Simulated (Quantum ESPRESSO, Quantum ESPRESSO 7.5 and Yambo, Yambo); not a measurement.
# Quasiparticle gap of SrCl2 (Fm-3m) in Yambo

Aim: the G0W0 gap of SrCl2 (Fm-3m) on PBE, step by step.

Program: Quantum ESPRESSO 7.5 and Yambo 5.3.0. Level of theory: PBE and many-body steps on it, plane waves. Results are calculated unless marked as measured.

## 1. The starting structure

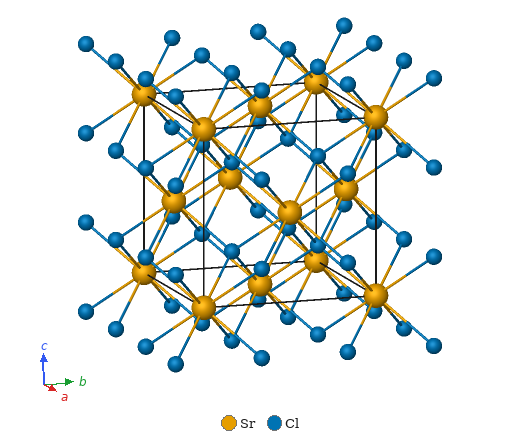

Start, viewed slightly off an axis; strontium orange, chlorine blue. This picture shows the conventional cell, with its axes. Some periodic images of atoms are drawn too.

The cell and positions come from the Crystallography Open Database and are kept as given unless a step says otherwise.

## 2. Ground state

This step: Quantum ESPRESSO 7.5; DFT, PBE, plane waves, norm-conserving pseudopotentials.

The ground-state density comes first.

Input file pw.in:

```
&control
  calculation = 'scf'
  prefix = 'x'
  outdir = 'o'
  pseudo_dir = 'pseudo'
/
&system
  ibrav = 0
  nat = 3
  ntyp = 2
  ecutwfc = 56.0
  nbnd = 17
  force_symmorphic = .true.
/
&electrons
  conv_thr = 1e-10
  electron_maxstep = 80
  mixing_beta = 0.5
/
ATOMIC_SPECIES
  Sr 87.62 Sr.upf
  Cl 35.45 Cl.upf
CELL_PARAMETERS angstrom
  -0.0000000000 3.4883500000 3.4883500000
  3.4883500000 -0.0000000000 3.4883500000
  3.4883500000 3.4883500000 -0.0000000000
ATOMIC_POSITIONS crystal
  Sr 0.0000000000 0.0000000000 0.0000000000
  Cl 0.2500000000 0.2500000000 0.2500000000
  Cl 0.7500000000 0.7500000000 0.7500000000
K_POINTS automatic
  6 6 6 0 0 0
```

Run with:

```console
> OMP_NUM_THREADS=1 mpirun -n 4 pw.x -nk 4 -in pw.in > pw.out
```

Log:

```text
Program PWSCF v.7.5 starts

     This program is part of the open-source Quantum ESPRESSO suite
     for quantum simulation of materials; please cite
         "P. Giannozzi et al., J. Phys.:Condens. Matter 21 395502 (2009);
         "P. Giannozzi et al., J. Phys.:Condens. Matter 29 465901 (2017);
         "P. Giannozzi et al., J. Chem. Phys. 152 154105 (2020);
     in publications or presentations arising from this work. More details at
     Message from routine setup:
     using ibrav=0 with symmetry is DISCOURAGED, use correct ibrav instead

     G-vector sticks info

     bravais-lattice index     =            0
     lattice parameter (alat)  =       9.3225  a.u.
     unit-cell volume          =     572.9105 (a.u.)^3
     number of atoms/cell      =            3
     number of atomic types    =            2
     number of electrons       =        24.00
     number of Kohn-Sham states=           17
     kinetic-energy cutoff     =      56.0000  Ry
     charge density cutoff     =     224.0000  Ry
     scf convergence threshold =      1.0E-10
     mixing beta               =       0.5000
     number of iterations used =            8  plain     mixing
     Exchange-correlation= PBE
                           (   1   4   3   4   0   0   0)

     celldm(1)=   9.322533  celldm(2)=   0.000000  celldm(3)=   0.000000
     celldm(4)=   0.000000  celldm(5)=   0.000000  celldm(6)=   0.000000

     crystal axes: (cart. coord. in units of alat)
               a(1) = (  -0.000000   0.707107   0.707107 )
               a(2) = (   0.707107  -0.000000   0.707107 )
               a(3) = (   0.707107   0.707107  -0.000000 )

     reciprocal axes: (cart. coord. in units 2 pi/alat)
               b(1) = ( -0.707107  0.707107  0.707107 )
               b(2) = (  0.707107 -0.707107  0.707107 )
               b(3) = (  0.707107  0.707107 -0.707107 )
     Pseudo is Norm-conserving + core correction, Zval = 10.0
     Generated using ONCVPSP code by D. R. Hamann
     Using radial grid of 1834 points,  6 beta functions with:
     Pseudo is Norm-conserving + core correction, Zval =  7.0
     Generated using ONCVPSP code by D. R. Hamann
     Using radial grid of 1028 points,  6 beta functions with:
     Sr               10.00    87.62000     Sr( 1.00)
     Cl                7.00    35.45000     Cl( 1.00)

     48 Sym. Ops., with inversion, found

   Cartesian axes

     site n.     atom                  positions (alat units)
         1        Sr     tau(   1) = (   0.0000000   0.0000000   0.0000000  )
         2        Cl     tau(   2) = (   0.3535534   0.3535534   0.3535534  )
         3        Cl     tau(   3) = (   1.0606602   1.0606602   1.0606602  )

     number of k points=    16
                       cart. coord. in units 2pi/alat
        k(    1) = (   0.0000000   0.0000000   0.0000000), wk =   0.0092593
        k(    2) = (   0.1178511   0.1178511  -0.1178511), wk =   0.0740741
        k(    3) = (   0.2357023   0.2357023  -0.2357023), wk =   0.0740741
        k(    4) = (  -0.3535534  -0.3535534   0.3535534), wk =   0.0370370
        k(    5) = (   0.2357023   0.0000000  -0.0000000), wk =   0.0555556
        k(    6) = (   0.3535534   0.1178511  -0.1178511), wk =   0.2222222
        k(    7) = (  -0.2357023  -0.4714045   0.4714045), wk =   0.2222222
        k(    8) = (  -0.1178511  -0.3535534   0.3535534), wk =   0.2222222
        k(    9) = (   0.0000000  -0.2357023   0.2357023), wk =   0.1111111
        k(   10) = (   0.4714045   0.0000000  -0.0000000), wk =   0.0555556
     [... 4 further rows ...]
        k(   15) = (  -0.1178511  -0.3535534   0.5892557), wk =   0.2222222
        k(   16) = (  -0.7071068   0.2357023   0.0000000), wk =   0.1111111

     Dense  grid:    32455 G-vectors     FFT dimensions: (  45,  45,  45)

     Initial potential from superposition of free atoms

     starting charge      23.9916, renormalised to      24.0000
     Starting wfcs are   13 randomized atomic wfcs +    4 random wfcs

     per-process dynamical memory:    29.2 Mb

     Self-consistent Calculation

     iteration #  1     ecut=    56.00 Ry     beta= 0.50

     Threshold (ethr) on eigenvalues was too large:
     Diagonalizing with lowered threshold

     total energy              =    -134.59513904 Ry
     estimated scf accuracy    <       0.08453499 Ry

     iteration #  2     ecut=    56.00 Ry     beta= 0.50

     total energy              =    -134.61207178 Ry
     estimated scf accuracy    <       0.00506588 Ry

     iteration #  3     ecut=    56.00 Ry     beta= 0.50

     total energy              =    -134.61306409 Ry
     estimated scf accuracy    <       0.00118881 Ry

     iteration #  4     ecut=    56.00 Ry     beta= 0.50

     total energy              =    -134.61317481 Ry
     estimated scf accuracy    <       0.00004481 Ry

     iteration #  5     ecut=    56.00 Ry     beta= 0.50

     total energy              =    -134.61319324 Ry
     estimated scf accuracy    <       0.00002051 Ry

     iteration #  6     ecut=    56.00 Ry     beta= 0.50

     total energy              =    -134.61319624 Ry
     estimated scf accuracy    <       0.00000041 Ry

     iteration #  7     ecut=    56.00 Ry     beta= 0.50

     total energy              =    -134.61319643 Ry
     estimated scf accuracy    <       0.00000021 Ry

     iteration #  8     ecut=    56.00 Ry     beta= 0.50

     total energy              =    -134.61319648 Ry
     estimated scf accuracy    <          5.4E-09 Ry

     iteration #  9     ecut=    56.00 Ry     beta= 0.50

     total energy              =    -134.61319648 Ry
     estimated scf accuracy    <          3.7E-10 Ry

     iteration # 10     ecut=    56.00 Ry     beta= 0.50

     End of self-consistent calculation

          k = 0.0000 0.0000 0.0000 (  4015 PWs)   bands (ev):

   -29.6922 -11.6801 -11.6801 -11.6801 -10.1549  -9.3075   1.0282   1.0282
     1.0282   2.8104   2.8104   2.8104   8.4874   9.2525   9.2525  12.1192
    12.1192

          k = 0.1179 0.1179-0.1179 (  4023 PWs)   bands (ev):

   -29.6914 -11.7706 -11.6836 -11.6836 -10.0024  -9.3637   1.1292   1.1292
     1.2125   2.5011   2.6623   2.6623   9.0782   9.4604   9.4604  11.1502
    11.8791

          k = 0.2357 0.2357-0.2357 (  4056 PWs)   bands (ev):

   -29.6898 -11.9124 -11.6907 -11.6907  -9.7876  -9.4155   1.3845   1.3845
     1.5628   1.9837   2.3335   2.3335   9.7832   9.7832   9.9831  11.1510
    11.7353

          k =-0.3536-0.3536 0.3536 (  4044 PWs)   bands (ev):

     [... further k-points ...]

     highest occupied, lowest unoccupied level (ev):     3.1445    8.4874

!    total energy              =    -134.61319648 Ry
     estimated scf accuracy    <          3.1E-11 Ry

     The total energy is the sum of the following terms:
     one-electron contribution =     -29.13991783 Ry
     hartree contribution      =      23.36684003 Ry
     xc contribution           =     -34.85243103 Ry
     ewald contribution        =     -93.98768765 Ry

     convergence has been achieved in  10 iterations

     XML data file, charge density, pseudopotentials, collected wavefunctions

=------------------------------------------------------------------------------=
   JOB DONE.
=------------------------------------------------------------------------------=
```

It took 7.4 s on 4 MPI ranks of Arm Neoverse V1, shared host; peak memory 0.27 GiB; 29 s of CPU time.

Numbers from this step:

```yaml
total_energy: -1831.5058 eV
gap: 5.343 eV
k_of_the_valence_top: 0, -0.5, -0.5
k_of_the_conduction_bottom: 0, 0, 0
least_direct_gap: 5.512 eV
```

The gap is indirect, with the least direct gap 0.17 eV higher.

## 3. Bands along the symmetry lines

The cheap functional maps the bands first; the places of the edges decide which points the dearer methods must see.

Input file pw.in:

```
&control
  calculation = 'bands'
  prefix = 'x'
  outdir = 'o'
  pseudo_dir = 'pseudo'
/
&system
  ibrav = 0
  nat = 3
  ntyp = 2
  ecutwfc = 56.0
  nbnd = 18
  force_symmorphic = .true.
/
&electrons
  conv_thr = 1e-9
  electron_maxstep = 80
  diago_full_acc = .true.
  diago_thr_init = 5e-6
/
ATOMIC_SPECIES
  Sr 87.62 Sr.upf
  Cl 35.45 Cl.upf
CELL_PARAMETERS angstrom
  -0.0000000000 3.4883500000 3.4883500000
  3.4883500000 -0.0000000000 3.4883500000
  3.4883500000 3.4883500000 -0.0000000000
ATOMIC_POSITIONS crystal
  Sr 0.0000000000 0.0000000000 0.0000000000
  Cl 0.2500000000 0.2500000000 0.2500000000
  Cl 0.7500000000 0.7500000000 0.7500000000
K_POINTS crystal
  50
  0.00000000 0.00000000 0.00000000 1
  0.06250000 0.00000000 0.06250000 1
  0.12500000 0.00000000 0.12500000 1
  0.18750000 0.00000000 0.18750000 1
  0.25000000 0.00000000 0.25000000 1
  0.31250000 0.00000000 0.31250000 1
  0.37500000 0.00000000 0.37500000 1
  0.43750000 0.00000000 0.43750000 1
  0.50000000 0.00000000 0.50000000 1
  0.51562500 0.03125000 0.51562500 1
  0.53125000 0.06250000 0.53125000 1
  0.54687500 0.09375000 0.54687500 1
  0.56250000 0.12500000 0.56250000 1
  0.57812500 0.15625000 0.57812500 1
  0.59375000 0.18750000 0.59375000 1
  0.60937500 0.21875000 0.60937500 1
  0.62500000 0.25000000 0.62500000 1
  0.37500000 0.37500000 0.75000000 1
  0.32812500 0.32812500 0.65625000 1
  0.28125000 0.28125000 0.56250000 1
  0.23437500 0.23437500 0.46875000 1
  0.18750000 0.18750000 0.37500000 1
  0.14062500 0.14062500 0.28125000 1
  0.09375000 0.09375000 0.18750000 1
  0.04687500 0.04687500 0.09375000 1
  0.00000000 0.00000000 0.00000000 1
  0.06250000 0.06250000 0.06250000 1
  0.12500000 0.12500000 0.12500000 1
  0.18750000 0.18750000 0.18750000 1
  0.25000000 0.25000000 0.25000000 1
  0.31250000 0.31250000 0.31250000 1
  0.37500000 0.37500000 0.37500000 1
  0.43750000 0.43750000 0.43750000 1
  0.50000000 0.50000000 0.50000000 1
  0.50000000 0.46875000 0.53125000 1
  0.50000000 0.43750000 0.56250000 1
  0.50000000 0.40625000 0.59375000 1
  0.50000000 0.37500000 0.62500000 1
  0.50000000 0.34375000 0.65625000 1
  0.50000000 0.31250000 0.68750000 1
  0.50000000 0.28125000 0.71875000 1
  0.50000000 0.25000000 0.75000000 1
  0.50000000 0.21875000 0.71875000 1
  0.50000000 0.18750000 0.68750000 1
  0.50000000 0.15625000 0.65625000 1
  0.50000000 0.12500000 0.62500000 1
  0.50000000 0.09375000 0.59375000 1
  0.50000000 0.06250000 0.56250000 1
  0.50000000 0.03125000 0.53125000 1
  0.50000000 0.00000000 0.50000000 1
```

Log:

```text
[banner, memory and clock lines left out]
Program PWSCF v.7.5 starts

     Atomic positions and unit cell read from directory:
     o/x.save/

     Message from routine setup:
     using ibrav=0 with symmetry is DISCOURAGED, use correct ibrav instead

     G-vector sticks info

     bravais-lattice index     =            0
     lattice parameter (alat)  =       9.3225  a.u.
     unit-cell volume          =     572.9105 (a.u.)^3
     number of atoms/cell      =            3
     number of atomic types    =            2
     number of electrons       =        24.00
     number of Kohn-Sham states=           18
     kinetic-energy cutoff     =      56.0000  Ry
     charge density cutoff     =     224.0000  Ry
     Exchange-correlation= PBE
                           (   1   4   3   4   0   0   0)

     celldm(1)=   9.322533  celldm(2)=   0.000000  celldm(3)=   0.000000
     celldm(4)=   0.000000  celldm(5)=   0.000000  celldm(6)=   0.000000

     crystal axes: (cart. coord. in units of alat)
               a(1) = (  -0.000000   0.707107   0.707107 )
               a(2) = (   0.707107  -0.000000   0.707107 )
               a(3) = (   0.707107   0.707107  -0.000000 )

     reciprocal axes: (cart. coord. in units 2 pi/alat)
               b(1) = ( -0.707107  0.707107  0.707107 )
               b(2) = (  0.707107 -0.707107  0.707107 )
               b(3) = (  0.707107  0.707107 -0.707107 )
     Pseudo is Norm-conserving + core correction, Zval = 10.0
     Generated using ONCVPSP code by D. R. Hamann
     Using radial grid of 1834 points,  6 beta functions with:
     Pseudo is Norm-conserving + core correction, Zval =  7.0
     Generated using ONCVPSP code by D. R. Hamann
     Using radial grid of 1028 points,  6 beta functions with:
     Sr               10.00    87.62000     Sr( 1.00)
     Cl                7.00    35.45000     Cl( 1.00)

     48 Sym. Ops., with inversion, found

   Cartesian axes

     site n.     atom                  positions (alat units)
         1        Sr     tau(   1) = (   0.0000000   0.0000000   0.0000000  )
         2        Cl     tau(   2) = (   0.3535534   0.3535534   0.3535534  )
         3        Cl     tau(   3) = (   1.0606602   1.0606602   1.0606602  )

     number of k points=    50
                       cart. coord. in units 2pi/alat
        k(    1) = (   0.0000000   0.0000000   0.0000000), wk =   0.0400000
        k(    2) = (   0.0000000   0.0883883   0.0000000), wk =   0.0400000
        k(    3) = (   0.0000000   0.1767767   0.0000000), wk =   0.0400000
[...]
[... 38 further rows ...]
        k(   49) = (   0.0441942   0.7071068   0.0000000), wk =   0.0400000
        k(   50) = (   0.0000000   0.7071068   0.0000000), wk =   0.0400000

     Dense  grid:    32455 G-vectors     FFT dimensions: (  45,  45,  45)

     The potential is recalculated from file :
     o/x.save/charge-density

     Starting wfcs are   13 randomized atomic wfcs +    5 random wfcs

     Band Structure Calculation

     End of band structure calculation

          k = 0.0000 0.0000 0.0000 (  4015 PWs)   bands (ev):

   -29.6922 -11.6801 -11.6801 -11.6801 -10.1550  -9.3075   1.0281   1.0281
     1.0281   2.8104   2.8104   2.8104   8.4874   9.2525   9.2525  12.1192
    12.1192  12.1194

          k = 0.0000 0.0884 0.0000 (  4031 PWs)   bands (ev):

   -29.6920 -11.6989 -11.6814 -11.6814 -10.1218  -9.3198   1.0343   1.0343
[...]
11.8874  12.0343

          k = 0.0000 0.1768 0.0000 (  4023 PWs)   bands (ev):

[...]
11.6022  11.8932

          k =-0.0000 0.2652 0.0000 (  4032 PWs)   bands (ev):

[...]
k = 0.0000 0.4419-0.0000 (  4056 PWs)   bands (ev):

[...]
k =-0.0000 0.5303 0.0000 (  4064 PWs)   bands (ev):

[...]
k = 0.0000 0.6187-0.0000 (  4060 PWs)   bands (ev):

[...]
k = 0.4640 0.4640-0.0000 (  4049 PWs)   bands (ev):

[...]
k = 0.3315 0.3315-0.0000 (  4049 PWs)   bands (ev):

[...]
k = 0.3094 0.7071-0.0000 (  4072 PWs)   bands (ev):

[...]
k = 0.2210 0.7071-0.0000 (  4066 PWs)   bands (ev):

[...]
k = 0.1768 0.7071-0.0000 (  4054 PWs)   bands (ev):

[...]
k = 0.0442 0.7071 0.0000 (  4066 PWs)   bands (ev):

[...]
11.1678  11.8777

          k = 0.0000 0.7071 0.0000 (  4088 PWs)   bands (ev):

   -29.6879 -12.0338 -11.7136 -11.7136  -9.6089  -9.3895   0.3985   1.2742
     1.2742   2.7483   2.7483   3.1445   8.6564  10.1986  10.7805  11.1633
    11.1633  11.7885

     XML data file, pseudopotentials, collected wavefunctions
```

Elapsed: 7.6 s, on 4 MPI ranks; peak memory 0.24 GiB.

This step gave:

- gap: 5.343 eV
- k of the valence top: 0.5, 0, 0.5
- k of the conduction bottom: 0, 0, 0
- least direct gap: 5.512 eV

The gap is 5.343 eV, as in the run before at this level.

Electronic bands along the path, in eV, zero at the top of the highest filled band:

```
    point  band 9  band 10  band 11  band 12  band 13  band 14  band 15  band 16
        Γ   -2.12    -0.33    -0.33    -0.33     5.34     6.11     6.11     8.97
        X   -1.87    -0.40    -0.40     0.00     5.51     7.05     7.64     8.02
        U   -1.71    -0.71    -0.53    -0.11     5.96     7.14     7.35     7.60
jump to K   -1.71    -0.71    -0.53    -0.11     5.96     7.14     7.35     7.60
        Γ   -2.12    -0.33    -0.33    -0.33     5.34     6.11     6.11     8.97
        L   -1.49    -1.31    -1.04    -1.04     6.73     6.73     7.53     7.85
        W   -1.21    -1.21    -0.31    -0.10     6.24     7.02     7.23     7.23
        X   -1.87    -0.40    -0.40     0.00     5.51     7.05     7.64     8.02
```

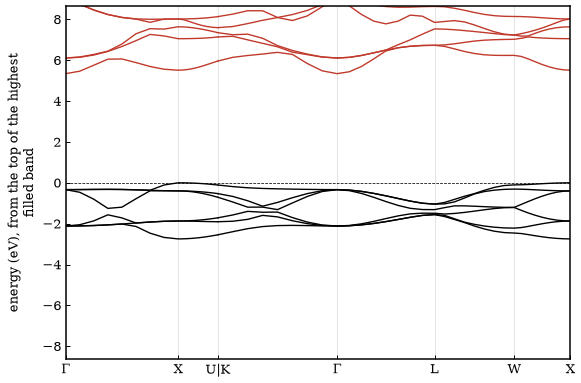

Electronic bands along the path; lines of filled and empty bands in two colours.

[end of part 1 of 3]

[Paths, hosts, dates, memory and timing lines, banners, echoed tables and standing remarks are left out of the program output.]

[Logs are printed without paths, hosts, clocks, repeated set-up lines and the standing remarks that a program may print on its own settings, such as how far it seeks lower states.]

[Runs of the session that timed out or met a known fault of the program may be left out.]

[Hosts, paths, dates, database ids (printed as entryN), source tags and the programs' standing remarks are cut or masked in the printed files.]
